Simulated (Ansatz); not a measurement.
**C4H4ClF: a ladder of functionals and wavefunction methods**

Aim: compute C4H4ClF with functionals from several rungs and with coupled cluster. The yardstick is the atomisation energy at the CCSD(T) limit.

Computed with Ansatz 0.2.0, Gaussian basis. Level: functionals in def2-TZVPP, the program's frozen cores in correlated methods.

Levels to be run: PBE-D4, r2SCAN-D4, PBE0-D4, B3LYP-D4, ωB97X-V, ωB97M-V, B2PLYP; CCSD(T)/def2-TZVPP; MP2/def2-QZVPP; extrapolation to the limit.

## Step 1: The geometry

All runs share one geometry, relaxed beforehand with PBE0-D4 in a triple-zeta def2 set.

SMILES `FC1=CCC1Cl`, 10 atoms, charge 0, spin multiplicity 1.

Atoms are counted from 1 here; the program's logs count them from 0.

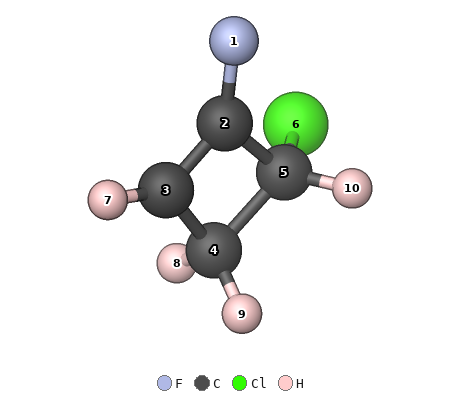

The structure; fluorine light blue, carbon dark grey, chlorine green, hydrogen pink; atoms are numbered from 1 in the order of the file.

## Step 2: PBE-D4 (GGA)

File in.yaml:

```yaml
crystal:
  periodic: [false, false, false]
  atoms:
    - {symbol: F, position_ang: [2.239489, 0.559888, -0.646798]}
    - {symbol: C, position_ang: [1.064587, 0.129286, -0.241707]}
    - {symbol: C, position_ang: [0.651217, -0.908943, 0.476149]}
    - {symbol: C, position_ang: [-0.795797, -0.472441, 0.367724]}
    - {symbol: C, position_ang: [-0.280980, 0.689855, -0.529846]}
    - {symbol: Cl, position_ang: [-0.600901, 2.339358, 0.051292]}
    - {symbol: H, position_ang: [1.134951, -1.758225, 0.936599]}
    - {symbol: H, position_ang: [-1.247388, -0.115582, 1.293941]}
    - {symbol: H, position_ang: [-1.475455, -1.164205, -0.135660]}
    - {symbol: H, position_ang: [-0.606724, 0.649708, -1.568794]}
basis:
  gaussian: {orbitals: def2-TZVPP}
hamiltonian: {xc: pbe, dispersion: d4}
output: {forces: true, orbitals: {seedname: orbitals}}
```

Launch:

```
ansatz run in.yaml --threads 4 --pin off --events-out ev --progress --plain --max-ram 10444MiB
```

The runs that follow: r2SCAN-D4 (meta-GGA); PBE0-D4 (hybrid); B3LYP-D4 (hybrid); ωB97X-V (range-separated); ωB97M-V (range-separated); B2PLYP (double hybrid); CCSD(T) in def2-TZVPP; MP2 in def2-QZVPP.

**Question.** What will the summary of the whole plan be? Wanted: atomisation energy, CCSD(T)/CBS; farthest; mean size of error, hybrid; mean size of error, range-separated; gap, smallest and largest; T1 diagnostic; triples share of the correlation energy.

**Answer**, as computed:

```
                               quantity                                 value
        atomisation energy, CCSD(T)/CBS                         4142.9 kJ/mol
 functionals within 20.7 kJ/mol (0.5 %)                     B3LYP-D4, ωB97X-V
                               farthest                PBE-D4 (+184.6 kJ/mol)
             mean size of error, hybrid                           43.2 kJ/mol
    mean size of error, range-separated                           23.4 kJ/mol
              gap, smallest and largest  5.15 eV (PBE-D4), 12.00 eV (ωB97X-V)
                          T1 diagnostic                                0.0110
triples share of the correlation energy                                 4.2 %
```

**Reading.** PBE-D4 is off by +184.6 kJ/mol. Double hybrids carry the basis error of their MP2 part in triple zeta, and no dispersion term here, so their miss is partly the set-up's. The reference freezes the cores and leaves out relativity and excitations past (T), so misses under about 20.7 kJ/mol can't be ranked. Hartree-Fock recovers 72 % of the binding; the rest is correlation. Orbital gaps span 5.2 to 12.0 eV; exact exchange widens them.
